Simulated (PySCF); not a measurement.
## Electronic structure of C₅H₉FO₂Si₂ in real space

Input

```
{"job": {"kind": "nmr", "xc": "PBE0", "basis": "pcSseg-1"}, "charge": 0, "multiplicity": 1}
C      3.207642    -1.236588    -0.614416
C      2.283614    -0.456144     0.273614
O      2.632145     0.304452     1.142214
O      1.004830    -0.670337     0.029121
Si    -0.073573     0.149285     1.029074
Si    -0.523470     2.378428     0.549691
C     -2.006998     1.360906    -0.089371
F     -3.140102     1.803854    -0.690492
C     -1.756755     0.063935     0.147151
C     -2.631844    -1.092956    -0.177479
H      2.888312    -1.139876    -1.649131
H      4.227425    -0.884026    -0.494240
H      3.152638    -2.288867    -0.340743
H      0.011268    -0.557739     2.306438
H     -0.900290     3.314282     1.611744
H      0.157686     3.143487    -0.503881
H     -3.509089    -0.777699    -0.739983
H     -2.075713    -1.825126    -0.761824
H     -2.957528    -1.580020     0.741588
```

Command:

```sh
OMP_NUM_THREADS=1 python probes_run.py task.json out
```

Geometry: GFN2-xTB.

These are results of PySCF, PBE0/pcSseg-1, SCF density, gas phase, non-relativistic, not measurements.

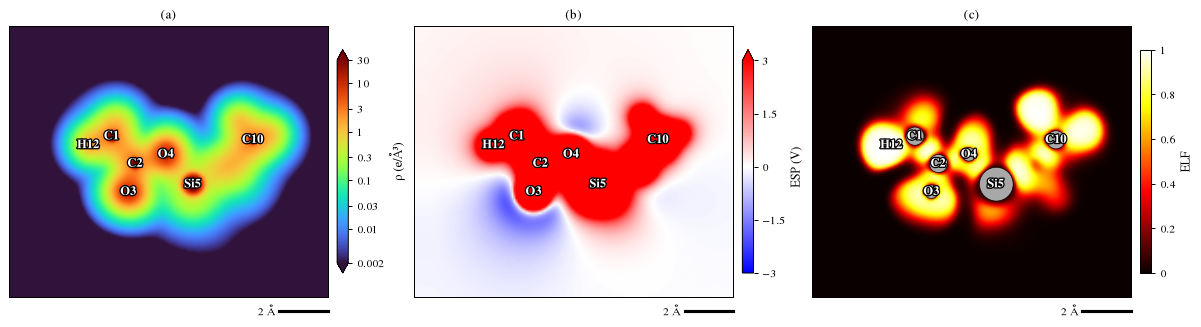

Figure 1. (a) total electron density; (b) molecular electrostatic potential; (c) electron localisation function on the plane of atoms C2, O4 and Si5. Grey discs cover the atomic cores in the ELF map.

Question: Read the bonding off the picture.

Answer: Atoms in the plane: C, O, Si and H.
C–O (1.21 Å): ρ at the midpoint is about 3.3 e/Å³; the ELF peaks at about 0.85 between the atoms: a multiple bond.
Si–O (1.68 Å): the density is about 1 e/Å³ at the midpoint; the ELF peaks at about 0.90 between the atoms; a polar covalent bond.
C–H (1.09 Å): ρ is about 2 e/Å³ halfway; the ELF climbs to about 1 towards the hydrogen, as it does in any bond to H (an ordinary covalent bond to hydrogen).
The ELF also peaks beside O3 and O4, away from the bonds: lone-pair regions.
Outside the dense part of the molecule the potential is most negative (−2.0 V) near O3.

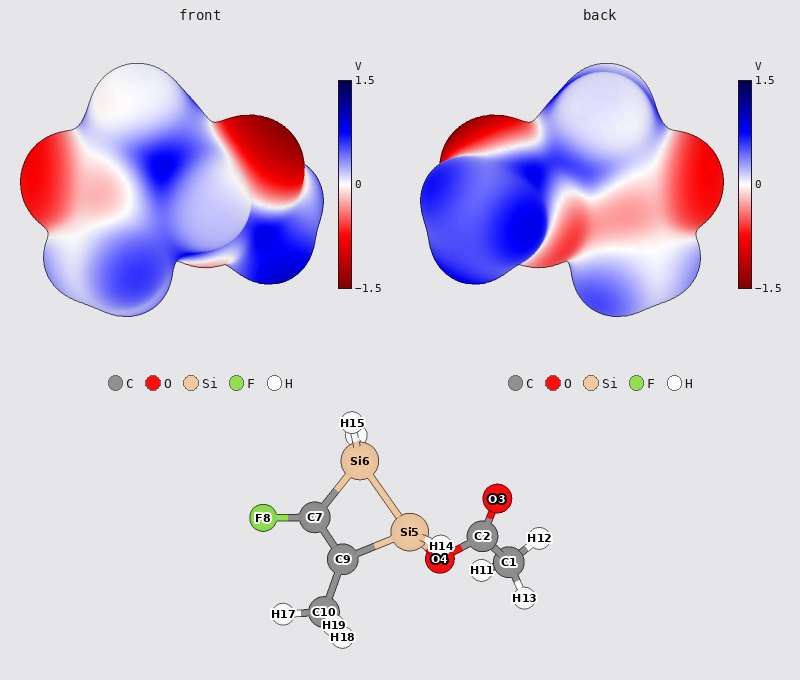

Figure 2. The electrostatic potential painted on the density surface at 0.001 e/bohr³, seen from the front and from behind; red is negative and blue positive. The bare structure is drawn below in the same view.

Question: Where is the surface potential most negative and most positive?

Answer: The most negative region (about −1.4 V) lies over O3, the most positive (about +0.9 V) over C2 and H13. O3 is the likeliest acceptor of a hydrogen bond.

Question: What dipole moment does the calculation give?

Answer: Its dipole moment is 2.19 D.
